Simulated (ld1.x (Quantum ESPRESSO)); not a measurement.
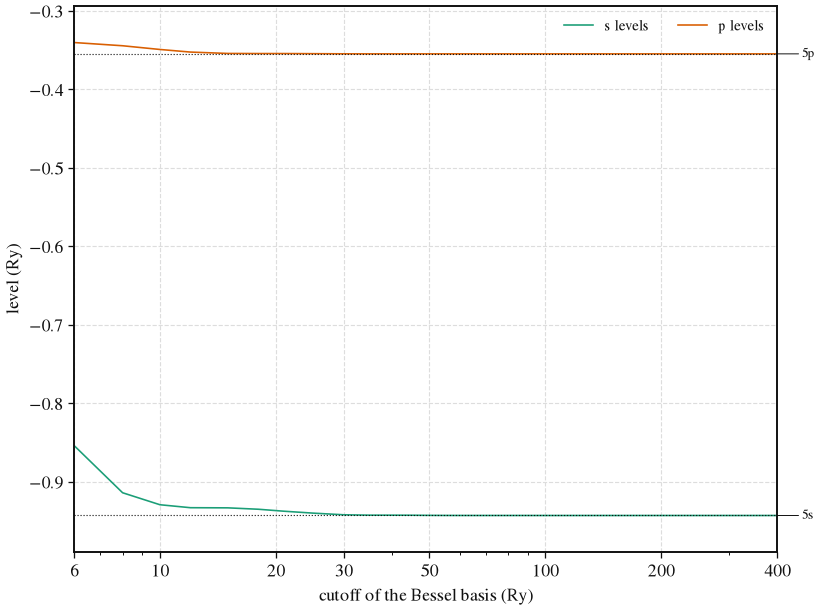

The pseudo-atom Hamiltonian at the reference potential is diagonalised in spherical Bessel functions (20 bohr box) up to the cutoff. Curves: the lowest levels of each channel that holds a bound state. Dotted lines: the all-electron valence levels.

Input of ld1.x (Quantum ESPRESSO) 7.5:

```
 &input
   title='Sb', zed=51., rel=1, dft='PBE', iswitch=3,
   config='[Kr] 4d10 5s2 5p3',
   nld=2, rlderiv=2.50, eminld=-3.0, emaxld=5.0, deld=0.02
 /
 &inputp
   pseudotype=1, tm=.true., lloc=1,
   nlcc=.true., new_core_ps=.true.,
   file_pseudopw='Sb.pp', file_wfcaegen='ae.wfc', file_wfcncgen='nc.wfc'
 /
2
5S  1  0   2.00   0.00  1.80  1.80  0.0
5P  2  1   3.00   0.00  2.30  2.30  0.0
 &test
   configts(1)='5s2 5p3'
 /
```

Command:
```bash
ld1.x < Sb.in > Sb.out
```

Functional and relativity: PBE, scalar-relativistic.

Question: Does every curve settle on an all-electron level?

Answer: No ghost state below the valence levels in the s, p channels. The curves of the valence states settle on the dotted lines.

Question: Which level is furthest from its value at the highest cutoff when the cutoff is lowest, 6 Ry?

Answer: 5s, by 0.09 Ry, against 0.01 Ry for 5p.

Question: Read the all-electron valence levels.

Answer: 5s: -0.94 Ry; 5p: -0.35 Ry.
